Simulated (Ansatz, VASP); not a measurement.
# Cross-check of SrLi2SnS4 between VASP and Ansatz

Wanted: the spread between two codes on one cell, functional and k mesh.

Main program and level: Ansatz 0.2.0; plane waves, with VASP 6.6.1 beside it; G0W0 gap at PBE.

**1. The starting structure**

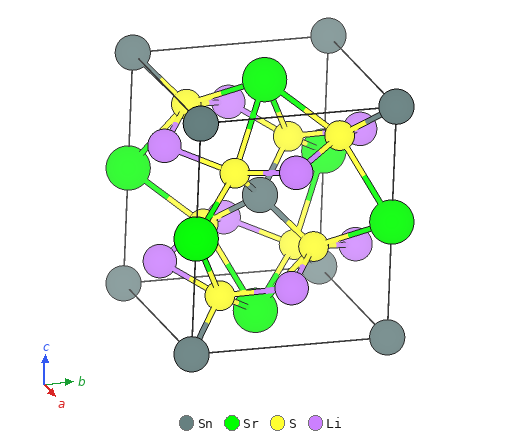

The starting structure, seen slightly off an axis (tin teal, strontium green, sulfur yellow, lithium purple). This picture shows the conventional cell, with its axes. Bonds to atoms that aren't drawn are left out. Some periodic images of atoms are drawn too.

**2. Ansatz: G0W0 gap, PBE**

Ansatz runs on its default PAW (the set named soft_2) files.

Quasiparticle shifts depend on high empty states and on the cores, so they are the hardest test of two PAW sets.

File input.yaml:

```yaml
crystal:
  lattice:
    - [-3.3295, 3.3295, 3.959]
    - [3.3295, -3.3295, 3.959]
    - [3.3295, 3.3295, -3.959]
  atoms:
    - { symbol: Sn, position: [0.0, 0.0, 0.0] }
    - { symbol: Sr, position: [0.5, 0.5, 0.0] }
    - { symbol: S, position: [0.035019282, 0.035019282, 0.418605015] }
    - { symbol: S, position: [0.964980718, 0.3835857329, 0.0] }
    - { symbol: S, position: [0.6164142671, 0.6164142671, 0.581394985] }
    - { symbol: S, position: [0.3835857329, 0.964980718, 0.0] }
    - { symbol: Li, position: [0.25, 0.75, 0.5] }
    - { symbol: Li, position: [0.75, 0.25, 0.5] }
hamiltonian:
  xc: pbe
  pseudopotentials: { kind: paw }
kpoints:
  mp_grid: { grid: [4, 4, 4] }
scf:
  occupations: { method: fixed }
gw:
  n_empty_bands: 375
  ecut_chi: 100.0
  qp_bands: [v2, c2]
  qp_kpoints: band_edges
  screening: { model: contour_deformation }
```

Run with:

```console
> ansatz run input.yaml --threads 4 --pin off --max-ram 9216MiB --backend cpu --events-out ev --progress --plain --runs-dir out
```

Numbers of over 12 decimals in the logs are rounded to 6 here.

The log of the run:

```text
Engine: ansatz 0.2.0, aarch64-unknown-linux-gnu
Pseudopotentials: kind: paw
Pseudopotential: Sn, paw, valence charge 14, recommended cutoff 420 eV (normal), Sn.paw.azcp
Pseudopotential: Sr, paw, valence charge 10, recommended cutoff 420 eV (normal), Sr.paw.azcp
Pseudopotential: S, paw, valence charge 6, recommended cutoff 420 eV (normal), S.paw.azcp
Pseudopotential: Li, paw, valence charge 3, recommended cutoff 420 eV (normal), Li.paw.azcp
Functional definition: PBE
  parameter kappa = 0.804
  parameter beta = 0.066725
  exchange = pbe_x(kappa = kappa, mu = beta*pi^2/3)
  correlation = pbe_c(beta = beta)
Crystal: 8 atoms, lattice volume = 175.551 Å³
Basis set: ecut = 420 eV, 3445 PW (Γ)
Bands: 35, of which v1, the nominal top of the filled ones, is band 27 counted from 1 (26 counted from 0)
Symmetry: 8 space group operations
Space group: I-42m (ITA 121), of the structure as read, at distance tolerance 5.6e-5 Å
k-points: 13 of 64 (time reversal used)
Non-local potential: Sn, projectors of the file, l = 0: 2, l = 1: 2, l = 2: 2, l = 3: 2
Non-local potential: Sr, projectors of the file, l = 0: 3, l = 1: 2, l = 2: 2
Non-local potential: S, projectors of the file, l = 0: 2, l = 1: 2, l = 2: 2
Non-local potential: Li, projectors of the file, l = 0: 3, l = 1: 2, l = 2: 1
PAW form: soft (Blöchl's): semilocal exchange-correlation on the pseudo side does not see the compensation charge
PAW one-centre angular grid: Sn, 590 points (default); XC on 64 Gauss nodes
PAW one-centre angular grid: Sr, 110 points (default); XC on 64 Gauss nodes
PAW one-centre angular grid: S, 110 points (default); XC on 64 Gauss nodes
PAW one-centre angular grid: Li, 110 points (default); XC on 64 Gauss nodes
Initial density: superposition of atomic densities (neutral atoms: chi_scale 0, normalization atom), corrected by the library's trained network
Initial wavefunctions: pseudopotential atomic-orbital guess
Functional: x = pbe(κ = 0.804, μ = 0.219515), c = pbe(β = 0.066725)
SCF iter   1: F=—  HF=-13595.962347 eV  |F-HF|=—  |Δ(HF+E_count)|=         —  Δρ=7.88e-4  dr2=8.93e-4  ethr=1.77e-3  ⟨swp⟩=5.8  Hψ=1865  notcnv=0  defer=69
preconditioner: auto → Resta (q_TF=auto, 2.242 Å⁻¹)  ε∞=3.4  [insulator: Δε(μ)=2.465 eV  Ē_g=11.162 eV  n_scr=26 (ndim 8)  ℏωp=17.3 eV  f_vac=0.017  ε∞_Penn≈3.4]
SCF iter   2: F=—  HF=-13595.964939 eV  |F-HF|=—  |Δ(HF+E_count)|=   2.59e-3  Δρ=4.26e-4  dr2=2.37e-4  ethr=1.65e-6  ⟨swp⟩=3.8  Hψ=1261  notcnv=0  defer=77
SCF iter   3: F=—  HF=-13595.965238 eV  |F-HF|=—  |Δ(HF+E_count)|=   2.99e-4  Δρ=2.39e-4  dr2=7.05e-5  ethr=4.39e-7  ⟨swp⟩=2.0  Hψ=757  notcnv=0  defer=78
SCF iter   4: F=—  HF=-13595.965441 eV  |F-HF|=—  |Δ(HF+E_count)|=   2.03e-4  Δρ=3.90e-5  dr2=3.00e-6  ethr=1.31e-7  ⟨swp⟩=2.5  Hψ=724  notcnv=0  defer=77
SCF iter   5: F=—  HF=-13595.965444 eV  |F-HF|=—  |Δ(HF+E_count)|=   2.36e-6  Δρ=1.38e-5  dr2=5.38e-7  ethr=5.56e-9  ⟨swp⟩=2.4  Hψ=734  notcnv=0  defer=77
SCF iter   6: F=-13595.965444 eV  HF=-13595.965444 eV  |F-HF|=2.27e-8  |Δ(HF+E_count)|=   2.59e-7  Δρ=5.42e-6  dr2=8.53e-8  ethr=1.85e-10  ⟨swp⟩=13.2  Hψ=2471  notcnv=0
SCF 1 converged in 6 iterations: F = -13595.965444 eV  dr2 = 8.53e-8
  greatest PAW one-centre occupation: 1.000 electrons in one spin orbital (limit 2), on the Li atom at site 7 (counted from 0), in its partial waves of l = 0
NSCF: frozen V_eff on 13 k-points
G₀W₀ screening: q 1/13
G₀W₀ screening: q 2/13 (q-point 5)
G₀W₀ screening: q 3/13 (q-point 4)
G₀W₀ screening: q 4/13 (q-point 7)
G₀W₀ screening: q 5/13 (q-point 10)
G₀W₀ screening: q 6/13 (q-point 2)
G₀W₀ screening: q 7/13 (q-point 6)
G₀W₀ screening: q 8/13 (q-point 11)
G₀W₀ screening: q 9/13 (q-point 12)
G₀W₀ screening: q 10/13 (q-point 3)
G₀W₀ screening: q 11/13 (q-point 8)
G₀W₀ screening: q 12/13 (q-point 9)
G₀W₀ screening: q 13/13
G₀W₀ self-energy: k 1/13
G₀W₀ self-energy: k 2/13
G₀W₀ self-energy: k 3/13
G₀W₀ self-energy: k 4/13
G₀W₀ self-energy: k 5/13
G₀W₀ self-energy: k 6/13
G₀W₀ self-energy: k 7/13
G₀W₀ self-energy: k 8/13
G₀W₀ self-energy: k 9/13
G₀W₀ self-energy: k 10/13
G₀W₀ self-energy: k 11/13
G₀W₀ self-energy: k 12/13
G₀W₀ self-energy: k 13/13
NSCF: frozen V_eff on 1 k-points
NSCF: frozen V_eff on 1 k-points
SCF converged after 6 iterations
Free energy (F): -13595.965444 eV
Harris-Foulkes:  -13595.965444 eV  (|F-HF|=2.27e-8)
Internal energy: -13595.965444 eV  (E = F + TS)
E sigma→0 (E₀):  -13595.965444 eV
Fermi energy:    5.081995 eV
--- Per-component energies (eV) ---
  E_band       = -421.167757
  E_kinetic    = 906.016934
  E_local      = -2723.497388  (includes V_loc(G=0)·N_el)
  E_nonlocal   = 218.622701
  E_hartree    = 1132.382304
  E_xc         = -967.159974
  E_vxc        = -637.646442  (∫ρ·V_xc dr)
  E_paw        = -9279.655234  (= ΣΔE_a)
  E_vpaw       = -449.422447  (= ΣTr[D̂ρ^β])
  E_aug_tail   = 0.000043  (compensation charges beyond the density's cutoff)
  E_ewald      = -2882.674829
  E_smearing   = -0.000000  (= −TS)
  E_closure    = 0.000000  (closes the sum)
  Σ components = -13595.965444   (vs F -13595.965444, Δ=0.00e0)
--- Band table (eV; the first three rows and the last of 13) ---
  k-point 0: bands = [... 23 lower, 4.1517, 4.5563, 4.6902, 4.6902, 7.5628, 8.9694, 9.6268, 10.1300, ... 4 higher]
  k-point 1: bands = [... 23 lower, 4.2484, 4.2855, 4.4469, 4.5128, 7.8185, 8.9499, 9.2760, 9.8534, ... 4 higher]
  k-point 2: bands = [... 23 lower, 3.7395, 3.9863, 3.9977, 4.5181, 7.9527, 9.2463, 9.6961, 9.7760, ... 4 higher]
  k-point 12: bands = [... 23 lower, 3.3071, 4.5748, 4.5748, 5.0820, 7.5509, 9.1032, 9.1032, 9.4285, ... 4 higher]
--- G₀W₀: contour deformation, 6 samples at zero and on the imaginary axis and 2 off it, 64 q-points, 375 empty bands' worth ---
  eigenvalues of the whole cell's RPA ε∞ on this k-mesh (on a slab, of 1 + 4πα/V) = 4.7099, 4.8906, 4.8906; static W/v taken at q = 0 is 0.207054
  bands read: the sum over 402 bands ends inside a degenerate multiplet in 1 slot, whose members it reads at an even weight; the widest, k=0: bands 402 to 403 (counted from 1) at 1/2 each
  gw.qp_kpoints: band_edges: 13 of 13 stored k-points solved, in 1 pass; an edge of the gap read off the rows below is read off those points alone
    ik  band        ε_KS         Σx   Σc(E_QP)       V_xc       Z   E_QP_lin       E_QP  E_QP is
     0    26      4.6902   -18.0918     2.1356   -15.2126  0.7568     3.9378     3.9466  root
     0    27      4.6902   -18.0918     2.1356   -15.2126  0.7568     3.9378     3.9466  root
     0    28      7.5628    -9.9967    -3.5800   -14.1708  0.7859     8.1607     8.1568  root
     0    29      8.9694    -5.7291    -3.7123    -9.8747  0.7996     9.4053     9.4028  root
     1    26      4.4469   -17.8677     2.2262   -14.8705  0.7539     3.6660     3.6761  root
     1    27      4.5128   -17.3339     2.2012   -14.3306  0.7559     3.6997     3.7108  root
     1    28      7.8185   -10.6725    -3.5872   -14.9502  0.7785     8.5147     8.5090  root
     1    29      8.9499    -5.0543    -3.7140    -9.1515  0.8038     9.3351     9.3332  root
     2    26      3.9977   -17.3134     2.4699   -14.0123  0.7468     3.1526     3.1666  root
     2    27      4.5181   -17.9341     2.3215   -14.8072  0.7525     3.7013     3.7127  root
     2    28      7.9527   -10.7686    -3.6125   -15.0815  0.7782     8.6590     8.6530  root
     2    29      9.2463    -6.9457    -3.7995   -11.2166  0.7941     9.7209     9.7177  root
     3    26      4.5773   -17.9462     2.2094   -14.9667  0.7553     3.7973     3.8072  root
     3    27      4.6152   -17.7985     2.1529   -14.8866  0.7560     3.8469     3.8563  root
     3    28      7.7801   -10.3535    -3.5759   -14.5913  0.7813     8.4471     8.4420  root
     3    29      9.1110    -5.7828    -3.8110   -10.0465  0.7978     9.5667     9.5638  root
     4    26      4.3050   -17.7218     2.2739   -14.6576  0.7524     3.5034     3.5146  root
     4    27      4.4951   -17.7675     2.3174   -14.6457  0.7527     3.6794     3.6908  root
     4    28      7.8218   -10.3428    -3.6111   -14.6328  0.7820     8.5063     8.5008  root
     4    29      9.0094    -6.1721    -3.8589   -10.4992  0.8002     9.4806     9.4776  root
     5    26      4.3947   -17.5459     2.2360   -14.5186  0.7540     3.5927     3.6035  root
     5    27      4.5592   -17.7226     2.3110   -14.6068  0.7530     3.7430     3.7544  root
     5    28      7.8563   -10.6379    -3.5883   -14.9165  0.7805     8.5522     8.5466  root
     5    29      8.8343    -6.4359    -3.7796   -10.6888  0.7999     9.3104     9.3075  root
[...]
11    26      4.4682   -17.7436     2.3722   -14.5600  0.7512     3.6450     3.6569  root
    11    27      4.5477   -17.6686     2.3704   -14.4799  0.7520     3.7173     3.7294  root
    11    28      7.8692   -10.2040    -3.6267   -14.5113  0.7835     8.5553     8.5498  root
    11    29      9.3106    -7.5060    -3.8130   -11.8158  0.7914     9.8108     9.8073  root
    12    26      4.5748   -17.7323     2.3434   -14.5895  0.7521     3.7642     3.7755  root
    12    27      5.0820   -18.0952     2.2547   -15.0572  0.7564     4.2890     4.2988  root
    12    28      7.5509    -9.0030    -3.6666   -13.3131  0.7943     8.1990     8.1944  root
    12    29      9.1032    -7.2094    -3.7869   -11.4615  0.7958     9.5713     9.5684  root
```

The job ended after 12 min (4 threads of Arm Neoverse N1, shared host; peak memory 2.6 GiB).

(Part 1 of 2 ends here.)

[Lines on the potential files, build, host, timing and source positions are cut from VASP's logs without a mark.]

[Logs are printed without paths, hosts, clocks, repeated set-up lines and the standing remarks that a program may print on its own settings, such as how far it seeks lower states.]

[Hosts, paths, dates, database ids (printed as entryN), source tags and the programs' standing remarks are cut or masked in the printed files.]
